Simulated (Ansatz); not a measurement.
Input

```
crystal:
  periodic: [false, false, false]
  atoms:
    - {symbol: Cl, position_ang: [-2.351204, -1.493209, 2.095707]}
    - {symbol: F, position_ang: [-0.191058, 1.435601, -0.913947]}
    - {symbol: Si, position_ang: [-1.298488, 0.435178, -0.228163]}
    - {symbol: Si, position_ang: [-0.547774, -0.409532, 1.895647]}
    - {symbol: H, position_ang: [-1.538064, -0.695998, -1.174723]}
    - {symbol: H, position_ang: [-2.565250, 1.208499, -0.054891]}
basis:
  gaussian:
    orbitals: def2-TZVPD
hamiltonian:
  xc: pbe0
output: {forces: true, orbitals: {seedname: orbitals}}
```

Command:

```sh
ansatz run input.yaml --threads 1 --pin off --max-ram 2610MiB --events-out events.jsonl --progress --plain --runs-dir runs
```

Geometry: PBE0-D3(BJ)/pcseg-1.

Theory: isolated molecule in a Gaussian basis; Kohn-Sham density functional theory, functional PBE0 (Ansatz).

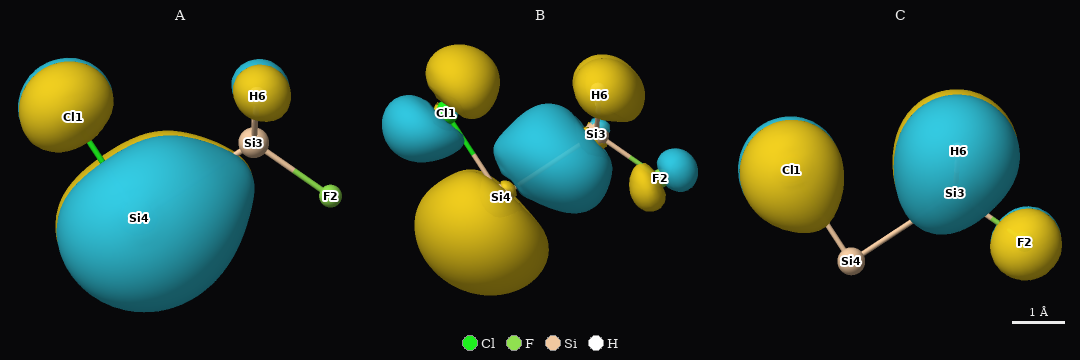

ClFH2Si2 (SMILES F[SiH2][Si]Cl). Three frontier orbitals at ±0.08 Å⁻³ᐟ² (yellow and cyan are the two phases), in no order.

Q: Order the three orbitals by energy and name them.

A: C is the HOMO−1 (−9.68 eV). Its weight (Hirshfeld) is mainly on Si3 (about 25 %), Cl1 (about 20 %), H6 (about 20 %), H5 (about 20 %) and F2 (about 10 %). B is the HOMO (−6.77 eV). By Hirshfeld shares it lies mainly on Si4 (about 55 %), Si3 (about 20 %) and Cl1 (about 15 %). A is the LUMO (−3.51 eV). Its weight (Hirshfeld) is mainly on Si4 (about 75 %) and Cl1 (about 10 %).

Q: What is the HOMO–LUMO gap?

A: 3.26 eV between the orbital energies.
